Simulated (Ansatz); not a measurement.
**TiC (Fm-3m): band structure, by script**

A script is to give a band structure; the system is TiC (Fm-3m).

The COD entry's cell or inner coordinates are ideal or old and differ from later refinements, so a difference from it is no clean test against experiment.

Program: the Python package of Ansatz 0.2.0. Level of theory: DFT LDA, plane waves, PAW. These are calculated values, not measurements.

### Step 1. Starting point

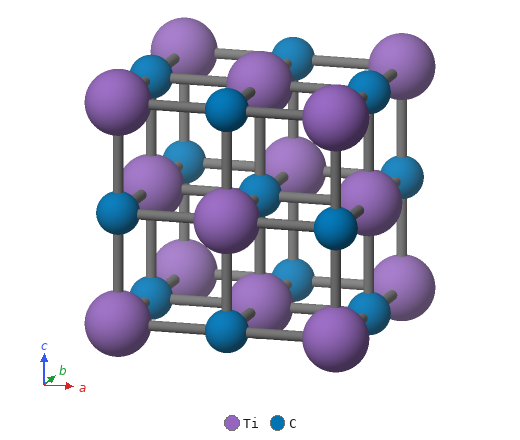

The structure that the script starts from, seen slightly off an axis (titanium purple, carbon blue). The cell is the conventional one. Atoms on cell faces are repeated.

The script holds or builds the structure itself.

### Step 2. Script

The input, bands_tic.py:

```python
"""Bands of TiC along a path through the zone."""

import warnings

import ansatz as az
import matplotlib.pyplot as plt
import numpy as np

warnings.simplefilter("ignore", az.DeckWarning)

system = (
    az.Lattice.of((0.0, 2.1593, 2.1593), (2.1593, 0.0, 2.1593), (2.1593, 2.1593, 0.0))
    .atom("Ti", (0.0, 0.0, 0.0))
    .atom("C", (0.5, 0.5, 0.5))
)

# vertices of the path, as fractions of the reciprocal vectors
path = [
    ("K", (0.375, 0.375, 0.75)),
    ("G", (0.0, 0.0, 0.0)),
    ("L", (0.5, 0.5, 0.5)),
    ("W", (0.5, 0.25, 0.75)),
    ("X", (0.5, 0.0, 0.5)),
]
model = system.calculation()
model = model.occupations("Fermi-Dirac")
model = model.kpoints(10).functional("LDA")
model = model.band_structure([point for _, point in path], intervals=10)
model = model.scf(extra_bands=6)
planned = model.session().plan(threads=1)
facts = planned.describe()
print("plan:", facts["n_bands"], "bands,", len(facts["kpoints_frac"]), "k-points, plane waves", facts["n_pw_range"], "grid", facts["fft_dense"])
outcome = planned.execute()
r = outcome.report

energy = r["free_energy_ev"]
print("TiC: {:.6f} eV = {:.6f} Ry = {:.6f} Ha".format(energy, energy / 13.605693, energy / 27.211386))
print("Fermi level {:.4f} eV, {} k-points, {} symmetry operations".format(r["fermi_energy_ev"], r["n_kpoints"], r["n_symmetry_ops"]))

bands = outcome.band_structure()
fermi = bands.fermi_energy_ev
print(f"zero of the bands: {fermi:.3f} eV, the Fermi level found on the SCF mesh")
reciprocal = 2 * np.pi * np.linalg.inv(outcome.lattice.cell_ang).T
steps = np.linalg.norm(np.diff(bands.kpoints_frac @ reciprocal, axis=0), axis=1)
distance = np.concatenate([[0], np.cumsum(steps)])
fig, ax = plt.subplots(figsize=(5, 4))
for channel, colour in zip(bands.channels, ("C0", "C3")):
    ax.plot(distance, channel.eigenvalues_ev - fermi, colour, lw=1)
ax.set_xticks(distance[::10], [label for label, _ in path])
ax.set(ylim=(-4, 4), ylabel="E - E_F (eV)", xlim=(0, distance[-1]))
ax.grid(axis="x")
fig.savefig("bands.png", dpi=100)
first = bands.channels[0].eigenvalues_ev - fermi
near = np.argsort(np.abs(first.mean(axis=0)))[:4]
for band in sorted(near):
    print(f"band {band + 1}: {first[:, band].min():.3f} to {first[:, band].max():.3f} eV")
```

### Step 3. Launch

Started as:

```
$ python bands_tic.py
```

What it wrote:

```text
plan: 14 bands, 47 k-points, plane waves [380, 411] grid [24, 24, 24]
TiC: -2695.153600 eV = -198.090138 Ry = -99.045069 Ha
Fermi level 14.5401 eV, 47 k-points, 48 symmetry operations
zero of the bands: 14.540 eV, the Fermi level found on the SCF mesh
band 7: -3.332 to 0.631 eV
band 8: -2.936 to 0.631 eV
band 9: -0.013 to 2.906 eV
band 10: 0.997 to 3.491 eV
```

It took 2.5 s on 1 thread of Arm Neoverse V1, shared host; peak memory 0.37 GiB.

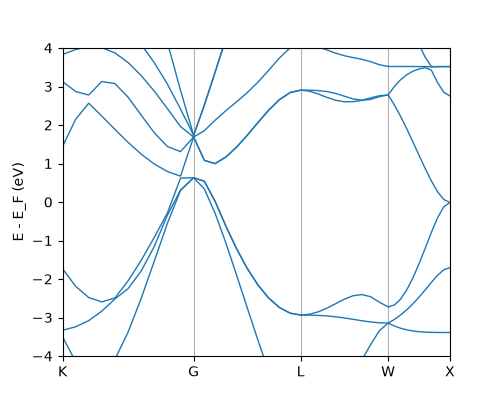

The script's own figure, bands.png.

Lines on the test bed's own set-up are left out of the output.

### Step 4. The run's own record

From the engine's report, whether the script printed it or not:

| item | value |
| --- | --- |
| SCF cycles in all | 6 |
| k-points solved | 47 |
| plane waves | 411 |
| bands | 14 |
| valence electrons | 16 |
| free energy (eV) | -2695.15360 |
| Fermi level (eV) | 14.540 |
| lowest empty less highest filled level on the mesh, by band count (eV) | -1.032 |

### Step 5. The bands that the run computed

The run's results hold a band table, bands.tsv.

From bands.tsv, the levels nearest the Fermi level at the path's corners, in eV from the Fermi level:

```
point  band 5  band 6  band 7  band 8  band 9  band 10  band 11  band 12
    K   -9.43   -3.50   -3.33   -1.73    1.44     3.13     3.83     5.51
    Γ  -12.28    0.63    0.63    0.63    1.69     1.69     1.69     1.73
    L   -8.69   -5.88   -2.94   -2.94    2.91     2.91     4.11     8.25
    W   -9.35   -3.15   -3.15   -2.73    2.78     2.78     3.52     5.25
    X   -9.98   -3.39   -1.70   -0.01   -0.01     2.75     3.52     3.52
```

### Step 6. The command-line twin

Run from a file, the same calculation prints its log.

The input, input.yaml:

```yaml
crystal:
  lattice:
    - [0.0, 2.1593, 2.1593]
    - [2.1593, 0.0, 2.1593]
    - [2.1593, 2.1593, 0.0]
  atoms:
    - { symbol: Ti, position: [0.0, 0.0, 0.0] }
    - { symbol: C, position: [0.5, 0.5, 0.5] }
kpoints:
  mp_grid: { grid: [10, 10, 10] }
  band_path:
    path:
      - [0.375, 0.375, 0.75]
      - [0.0, 0.0, 0.0]
      - [0.5, 0.5, 0.5]
      - [0.5, 0.25, 0.75]
      - [0.5, 0.0, 0.5]
    npoints: 10
hamiltonian:
  xc: lda
scf:
  n_extra_bands: 6
  occupations: { method: fermi_dirac }
```

Started as:

```
$ ansatz run input.yaml --threads 1 --pin off --max-ram 3072MiB --backend cpu --events-out ev --progress --plain --runs-dir out
```

What it wrote, shortened:

```text
Warning: RAYON_NUM_THREADS=1 ignored (pool sized by the plan → 1); use --threads N
scf.n_extra_bands = 6 over 8 filled bands (N_el = 16.0): the run solves 14 bands
[...]
Pseudopotentials: kind: paw
Pseudopotential: Ti, paw, valence charge 12, recommended cutoff 420 eV (normal), Ti.paw.azcp
Pseudopotential: C, paw, valence charge 4, recommended cutoff 420 eV (normal), C.paw.azcp
Functional definition: SPW92
[...]
Crystal: 2 atoms, lattice volume = 20.136 Å³
Basis set: ecut = 420 eV, 411 PW (Γ)
Bands: 14, of which v1, the nominal top of the filled ones, is band 8 counted from 1 (7 counted from 0)
Symmetry: 48 space group operations
Space group: Fm-3m (ITA 225), of the structure as read, at distance tolerance 2.7e-5 Å
k-points: 47 of 1000
[...]
SCF iter   1: F=—  HF=-2695.158929 eV  |F-HF|=—  |Δ(HF+E_count)|=         —  Δρ=1.02e-2  dr2=2.61e-2  ethr=1.77e-3  ⟨swp⟩=4.5  Hψ=3198  notcnv=0
[...]
SCF iter   6: F=-2695.153600 eV  HF=-2695.153600 eV  |F-HF|=1.36e-12  |Δ(HF+E_count)|=   1.35e-9  Δρ=7.40e-7  dr2=4.13e-11  ethr=7.04e-11  ⟨swp⟩=2.2  Hψ=2088  notcnv=0
[...]
NSCF: frozen V_eff on 41 k-points
SCF converged after 6 iterations
Free energy (F): -2695.153600 eV
[...]
E sigma→0 (E₀):  -2695.148218 eV
Entropy (-TS):   -0.010765 eV (-5.382 meV/atom)
Fermi energy:    14.540114 eV
[...]
--- Band table (eV; the first three rows and the last of 47) ---
  k-point 0: bands = ["-41.4093", "-17.7408", "-17.7408", "-17.7408", "2.2608", "15.1712", "15.1712", "15.1712", "16.2281", "16.2281", "16.2281", "16.2732", "16.2732", "25.2327"]
[...]
```

It took 1.4 s on 1 thread of Arm Neoverse V1, shared host; peak memory 0.25 GiB.

Script and command line differ by 0.000 meV in the energy.

### Step 7. What came out

| quantity | value |
| --- | --- |
| free energy | -2695.1536 eV (-1347.5768 eV/atom) |
| bands on the path | cross the Fermi level |

**Reading.** Bands cross the Fermi level along the path, so it is a metal at this level. What to keep in mind:
- The mesh is modest for a metal, so energies can be off by several to tens of meV an atom and pressures by half a GPa or more; differences at equal mesh fare better.
- An absolute Fermi energy rests on an arbitrary zero of the periodic potential and has no direct meaning.
- Of the deposited cell: the entry's cell lengths or inner coordinates differ somewhat from later room-temperature determinations.
- Gaps and levels are Kohn-Sham values on a finite set of k-points.
